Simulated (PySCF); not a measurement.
## Excited-state calculation, with input and output: CH7NSSi

CH7NSSi, computed with TDDFT PBE0/def2-SVPD, vertical, gas phase, core orbitals frozen in the response (PySCF 2.14.0).

The geometry comes from this level: GFN2-xTB.

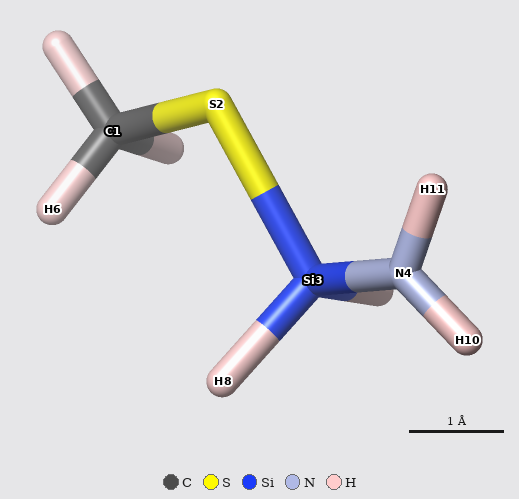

The structure (stick view, seen at a tilt; atoms are numbered from 1 in the order of the input). Bond lengths as drawn: C–H 1.08 to 1.09 Å, C–S 1.82 Å, H–N 1.00 to 1.01 Å, H–Si 1.46 to 1.47 Å, N–Si 1.71 Å and S–Si 2.15 Å.

Results in brief:

- outcome: converged
- total energy: −784.147613 hartree
- HOMO: −6.68 eV
- LUMO: −0.19 eV
- dipole moment: 1.35 D
- mean polarisability: 69.01 a.u.
- lowest singlet excitation: 5.12 eV
- hardware: 1 CPU thread, shared host
- wall time: 20 s
- peak memory: 0.62 GiB

Input:
```
{"job": {"kind": "uv", "xc": "PBE0", "basis": "def2-SVPD", "nstates": 6, "ntriplets": 2}, "charge": 0, "multiplicity": 1}
C     -2.124543    -0.128254     0.061973
S     -0.712455     0.926750     0.502250
Si     0.869214    -0.261347    -0.330286
N      2.284316     0.556212     0.170711
H     -2.173929    -0.245537    -1.016191
H     -2.021477    -1.095825     0.543219
H     -3.017993     0.370713     0.421410
H      0.850378    -1.587249     0.278855
H      0.615459    -0.353820    -1.771769
H      3.179793     0.273147    -0.186271
H      2.256661     1.547879     0.340056
```

The first line tells a small driver script what to run in PySCF; the rest is the geometry in Å.

Launched with:
```bash
OMP_NUM_THREADS=1 python <driver script> task.json out
```

What the program printed:
```
coarse grid: 9736 points
cycle   1  E = -784.0272224045  dE =  1.606e-01  |g| = 4.116e-01  |ddm| = 3.791e+00
cycle   2  E = -784.0015896487  dE =  2.563e-02  |g| = 5.349e-01  |ddm| = 1.223e+00
cycle   3  E = -784.0678083301  dE = -6.622e-02  |g| = 4.782e-02  |ddm| = 6.189e-01
cycle   4  E = -784.0683121514  dE = -5.038e-04  |g| = 1.908e-02  |ddm| = 8.408e-02
cycle   5  E = -784.0684099060  dE = -9.775e-05  |g| = 3.991e-03  |ddm| = 3.369e-02
cycle   6  E = -784.0684144009  dE = -4.495e-06  |g| = 1.228e-03  |ddm| = 7.916e-03
final grid: 83480 points
cycle   7  E = -784.1475944483  dE = -1.078e-05  |g| = 8.670e-03  |ddm| = 4.920e-02
cycle   8  E = -784.1475802195  dE =  1.423e-05  |g| = 1.148e-02  |ddm| = 2.348e-02
cycle   9  E = -784.1476131957  dE = -3.298e-05  |g| = 4.053e-04  |ddm| = 1.317e-02
cycle  10  E = -784.1476132350  dE = -3.926e-08  |g| = 1.179e-04  |ddm| = 7.597e-04
cycle  11  E = -784.1476132379  dE = -2.921e-09  |g| = 4.902e-05  |ddm| = 2.025e-04
cycle  12  E = -784.1476132386  dE = -7.142e-10  |g| = 1.115e-05  |ddm| = 8.203e-05
```

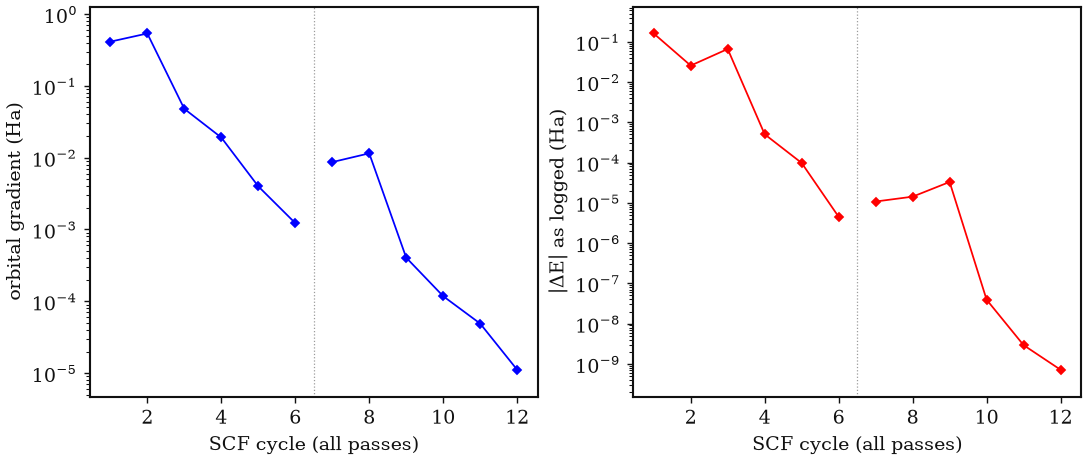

Convergence of the self-consistent field: orbital gradient and size of the energy change against the SCF cycle. The dotted line marks the change from a coarse to the final integration grid. The first 6 cycles use a coarse grid, the final grid takes over at cycle 7, and the field converges after 12 cycles in all.

```
converged SCF energy = -784.1476132386

Static polarisability (au): isotropic 69.007, principal 58.328 66.409 82.283

Singlet excitations
state   eV       nm        f      main configurations
  1   5.1180    242.3   0.00147   H->L 0.96
  2   6.0258    205.8   0.00198   H-1->L 0.70, H->L+1 0.25
  3   6.0798    203.9   0.02810   H->L+1 0.66, H-1->L 0.27
  4   6.4824    191.3   0.00586   H->L+2 0.90
  5   6.7997    182.3   0.00605   H->L+3 0.81, H->L+4 0.12
  6   6.8639    180.6   0.00068   H->L+4 0.73, H->L+3 0.14

Triplet excitations (Tamm-Dancoff, eV): 4.8318 5.7044
```

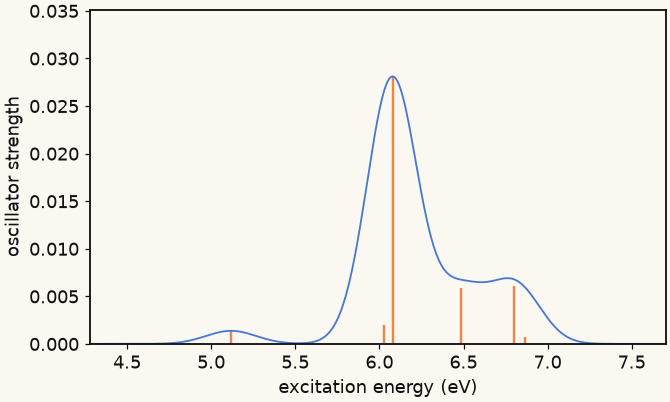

Computed excitations as sticks (degenerate states added up, dark ones marked on the axis), with a Gaussian envelope of 0.35 eV full width at half maximum, scaled to the tallest. Of the 6 states the lowest lies at 5.12 eV (f = 0.001); the strongest line is at 6.08 eV, or 204 nm (f = 0.028).

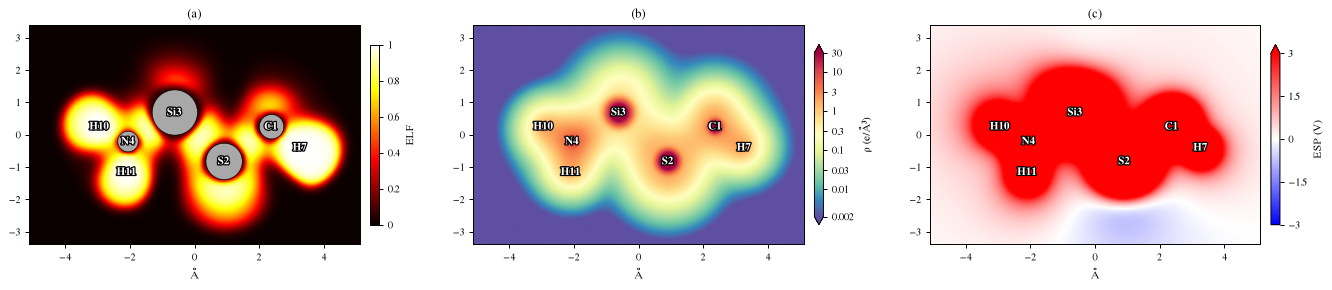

(a) electron localisation function; (b) total electron density; (c) electrostatic potential on the plane of atoms C1, S2 and Si3. Grey discs, where drawn, cover atomic cores. N–H (1.00 Å): ρ is about 2.8 e/Å³ halfway, with its minimum of 2.3 e/Å³ about 0.8 Å from N; the ELF climbs to about 1 towards the hydrogen, as it does in any bond to H (a covalent bond by its length).

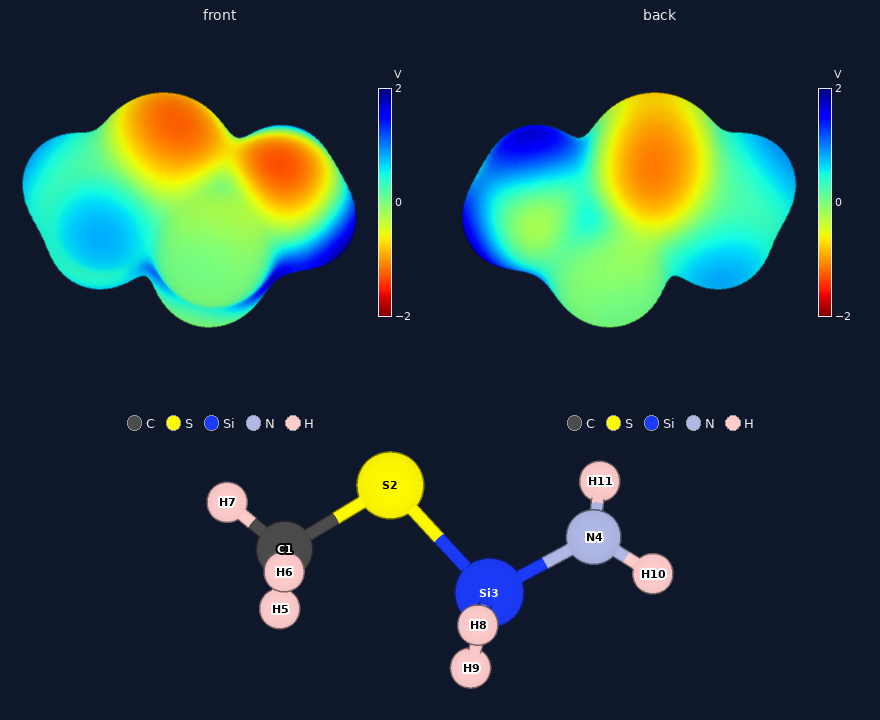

The molecular electrostatic potential painted on the density surface at 0.002 e/bohr³, seen at a tilt and from behind; red is negative and blue positive. The bare structure is drawn below in the same view. Its dipole moment is 1.35 D.
